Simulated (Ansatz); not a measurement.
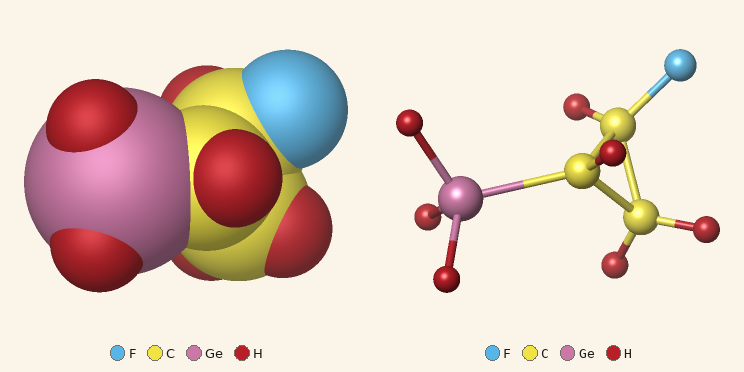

Two views of one molecule.

Identify the structure.

It has 12 atoms: 3 carbon, 7 hydrogen, 1 fluorine and 1 germanium (C3H7FGe). As SMILES it reads `F[C@H]1C[C@@H]1[GeH3]`. Among its groups: C–F bond. The point group is C1. Coordination, clear cases only: 1 Ge tetrahedral.

More results for the same structure follow; atom numbers are the same in all pictures, views and colours differ. Computed geometry: PBE0-D4/def2-TZVP optimisation. No frequency run is at hand to confirm it as a minimum.

Geometry

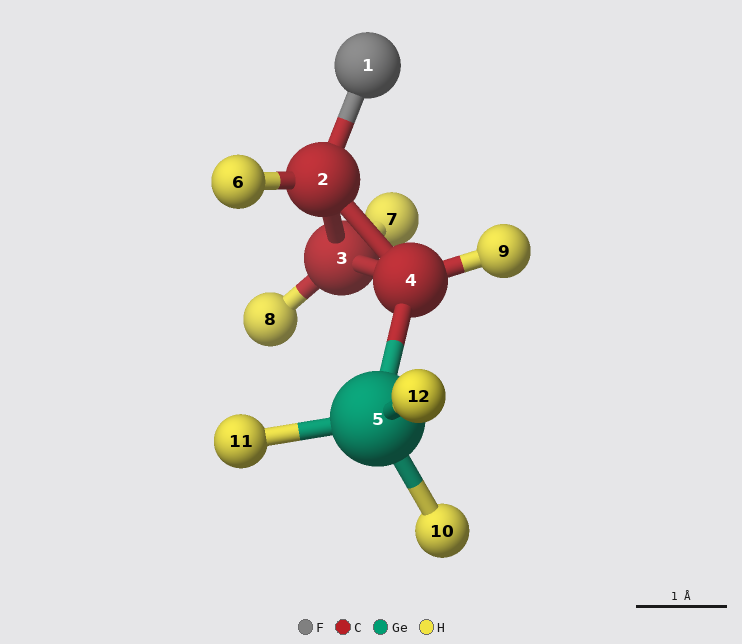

Numbered structure. No frequency run is at hand to confirm it as a minimum.

Give the bond lengths.

| bond | length (Å) |
| --- | --- |
| F1–C2 | 1.365 |
| C2–C3 | 1.479 |
| C2–C4 | 1.488 |
| C2–H6 | 1.085 |
| C3–C4 | 1.519 |
| C3–H7 | 1.083 |
| C3–H8 | 1.084 |
| C4–Ge5 | 1.939 |
| C4–H9 | 1.085 |
| Ge5–H10 | 1.538 |
| Ge5–H11 | 1.540 |
| Ge5–H12 | 1.538 |

Levels of theory compared

No frequency run is at hand to confirm it as a minimum. Program: Ansatz 0.2.0.

At this fixed geometry, give HOMO–LUMO gap (eV) at these levels: B3LYP-D4/def2-TZVPP; PBE-D4/def2-TZVPP; PBE0-D4/def2-TZVPP; r2SCAN-D4/def2-TZVPP; ωB97M-V/def2-TZVPP; ωB97X-V/def2-TZVPP.

```json
{"level": "B3LYP-D4/def2-TZVPP", "HOMO–LUMO gap (eV)": "8.44"}
{"level": "PBE-D4/def2-TZVPP", "HOMO–LUMO gap (eV)": "6.74"}
{"level": "PBE0-D4/def2-TZVPP", "HOMO–LUMO gap (eV)": "8.93"}
{"level": "r2SCAN-D4/def2-TZVPP", "HOMO–LUMO gap (eV)": "7.42"}
{"level": "ωB97M-V/def2-TZVPP", "HOMO–LUMO gap (eV)": "12.82"}
{"level": "ωB97X-V/def2-TZVPP", "HOMO–LUMO gap (eV)": "13.23"}
```

Dipole moment

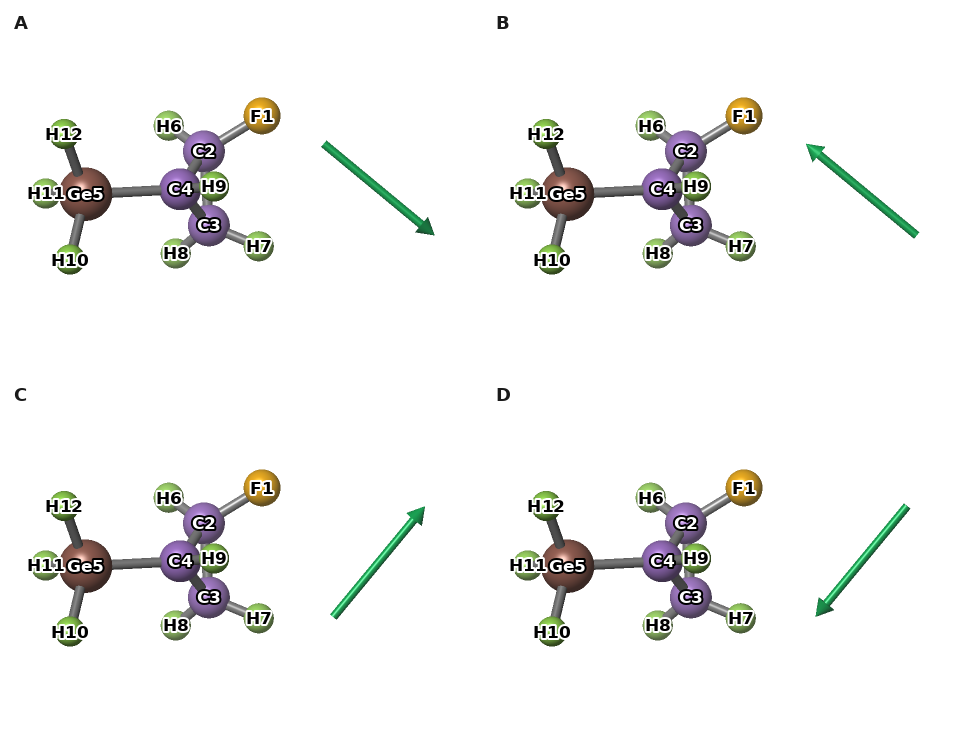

The same molecule four times, each with an arrow. No frequency run is at hand to confirm it as a minimum. Method: RKS ωB97M-V/def2-TZVPP (Ansatz 0.2.0).

Which arrow points along the dipole moment, from the negative to the positive end?

D. The dipole moment is 1.25 D; it points from the side of F1 to the side of H10 (the outermost atoms at the two ends).

Charges

The questions are on Mulliken charges. No frequency run is at hand to confirm it as a minimum. Properties computed with RKS B3LYP-D4/def2-TZVPP (Ansatz 0.2.0).

List the Mulliken charges.

| atom | value (e) |
| --- | --- |
| F1 | −0.23 |
| C2 | 0.16 |
| C3 | −0.17 |
| C4 | −0.20 |
| Ge5 | 0.12 |
| H6 | 0.08 |
| H7 | 0.10 |
| H8 | 0.09 |
| H9 | 0.09 |
| H10 | −0.01 |
| H11 | −0.02 |
| H12 | −0.01 |

Mulliken values depend strongly on the basis set and can even reverse the polarity of a bond.
